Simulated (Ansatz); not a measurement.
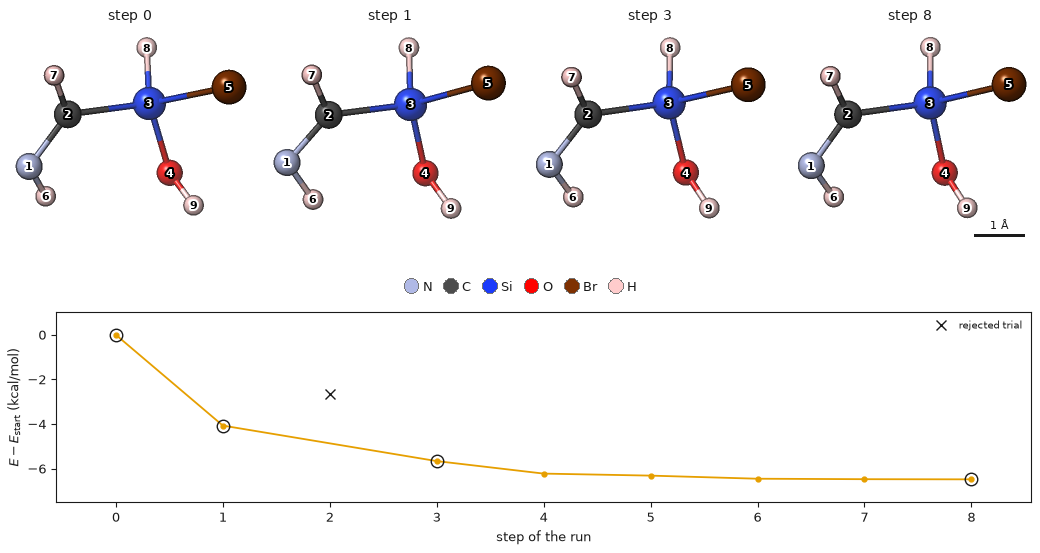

Frames of a relaxation of CH₄BrNOSi (coarse preliminary run), marked on the history of the run. Style: ball-and-stick. Shown at a tilt.

The start comes from a force field.

Computed with Ansatz, RKS PBE-D4/def2-SVP.

Input file:
```yaml
crystal:
  periodic: [false, false, false]
  atoms:
    - {symbol: N, position_ang: [0.761700, 0.930000, 1.649700]}
    - {symbol: C, position_ang: [0.569400, 1.063100, 0.352800]}
    - {symbol: Si, position_ang: [-0.492800, -0.124600, -0.688600]}
    - {symbol: O, position_ang: [-0.877100, -1.444800, 0.198100]}
    - {symbol: Br, position_ang: [0.782600, -0.917900, -2.351100]}
    - {symbol: H, position_ang: [0.181000, 0.198100, 2.023000]}
    - {symbol: H, position_ang: [1.106500, 1.877400, -0.191400]}
    - {symbol: H, position_ang: [-1.618800, 0.554900, -1.249400]}
    - {symbol: H, position_ang: [-0.324000, -2.182600, 0.239900]}
basis:
  gaussian: {orbitals: def2-SVP}
hamiltonian: {xc: pbe, dispersion: d4}
relax: {f_tol: 0.03, max_steps: 200}
```

Launched with:
```bash
ansatz run in.yaml --threads 4 --pin off --events-out ev --progress --plain --max-ram 10444MiB
```

What happens along the run?

Answer. H6 moves most after the best rigid fit: 0.17 Å. By element the largest moves are H 0.17 Å, O 0.13 Å, Br 0.09 Å, Si 0.05 Å, N 0.05 Å, C 0.03 Å. Some distances before and after: Si3–H8 1.430 → 1.496 Å, O4–H9 0.923 → 0.974 Å, Si3–O4 1.636 → 1.678 Å, N1–H6 1.006 → 1.043 Å. Among the angles between lasting bonds that change: O4–Si3–H8 114.3° → 107.0°, O4–Si3–Br5 104.5° → 111.4°, Si3–O4–H9 121.9° → 116.2°. The energy falls by 6.48 kcal/mol in 7 accepted moves (8 points after the start). The largest force component goes from 2.4 to 0.025 eV/Å. The line search rejected the trial step at point 2 of the run. The run took 12 s on 4 threads of Intel Xeon Platinum 8175M @ 2.50GHz, with other jobs on the host. From step 0 to 1: H6 moves most (0.19 Å), energy −4.07 kcal/mol. From step 1 to 3: H6 moves most (0.10 Å), energy −1.59 kcal/mol. From step 3 to 8: N1 moves most (0.05 Å), energy −0.82 kcal/mol.
